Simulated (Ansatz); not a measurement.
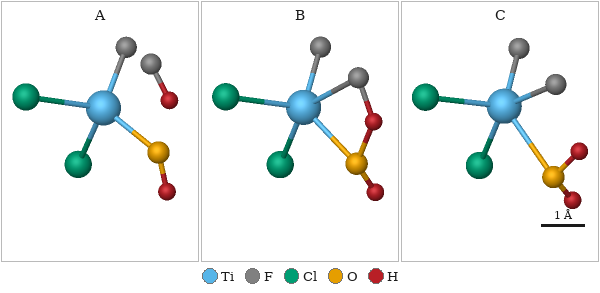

3 geometries from a converged minimum-energy path of TiH2OCl2F2, shuffled. A ball-and-stick model, seen from a free direction.

The calculation used RKS PBE-D4/def2-SVP in Ansatz. Settings: 9 movable images; climbing image; force threshold 0.05 eV/Å; iteration limit 60; starting path through a guess of the saddle point.

Which frame is the top of the path?

Answer. B. In order along the path, whose images run from 0 to 10: C (image 6, +28.8 kJ/mol), B (image 8, +74.8 kJ/mol), A (image 10, +65.3 kJ/mol). Breaking: H–O (0.98 → 1.64 Å), F–Ti (1.76 → 2.39 Å). Forming: F–H (2.33 → 0.97 Å).

Cost: 4.6 min on 4 threads of Arm Neoverse V1 (shared host), peak memory 0.2 GiB.
